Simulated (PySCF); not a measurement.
The calculation's input:

```
{"job": {"kind": "nmr", "xc": "PBE0", "basis": "pcSseg-1"}, "charge": 0, "multiplicity": 1}
O     -1.242308     0.688923    -2.324700
C     -1.912829     1.142144    -1.427522
C     -1.713326     0.854684    -0.005176
Si    -2.642508    -0.771061     0.391684
Si     0.168155     0.780150     0.380712
C      0.913496    -0.693753    -0.521386
C      2.197274    -1.017259    -0.561184
C      3.308992    -0.304127     0.134685
F      2.864763     0.687605     0.975001
H     -2.762353     1.819509    -1.661975
H     -2.183394     1.633176     0.598122
H     -4.075354    -0.560839     0.160475
H     -2.176454    -1.867847    -0.452586
H     -2.412413    -1.068963     1.805148
H      0.271072     0.632236     1.836289
H      0.736349     2.050709    -0.076677
H      0.234276    -1.305872    -1.097563
H      2.553223    -1.865876    -1.134416
H      3.892386    -0.999455     0.751746
H      3.975805     0.176594    -0.593105
```

Command:

```sh
OMP_NUM_THREADS=1 python probes_run.py task.json out
```

Geometry: GFN2-xTB.

All numbers below come from PBE0/pcSseg-1, SCF density, gas phase, non-relativistic (PySCF).

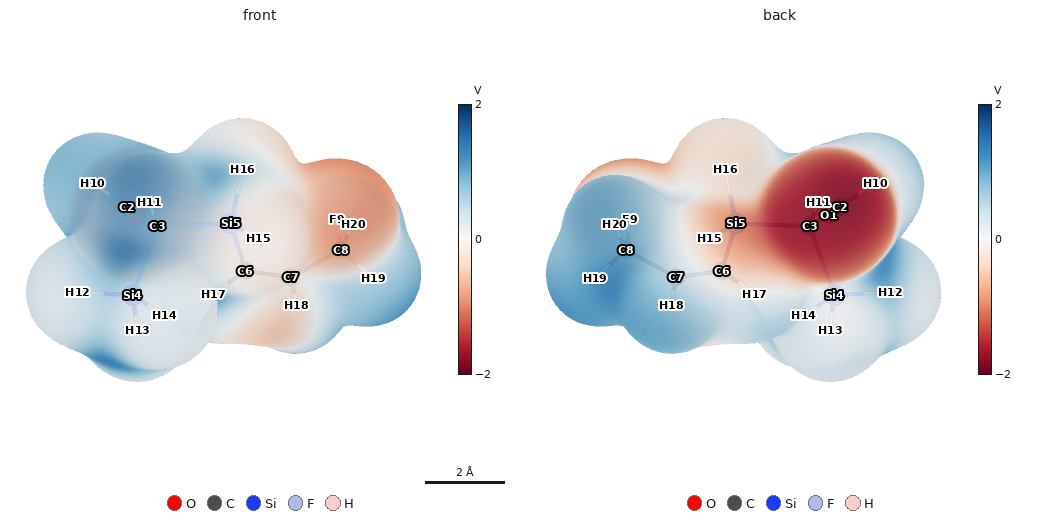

C5H11FOSi2. The electrostatic potential painted on the density surface at 0.002 e/bohr³, seen from the front and from behind; the colour scale runs from red (negative) to blue (positive).

Q: Which sites attract a positive test charge, and which a negative one?

A: A positive charge is drawn to the negative regions and a negative charge to the positive ones. The most negative region (about −1.7 V, or −39 kcal/mol for a unit charge) lies over O1, the most positive (about +1.3 V, or +30 kcal/mol for a unit charge) over Si4 and C8. O1 is the likeliest acceptor of a hydrogen bond.

Q: What dipole moment does the calculation give?

A: Its dipole moment is 1.45 D.
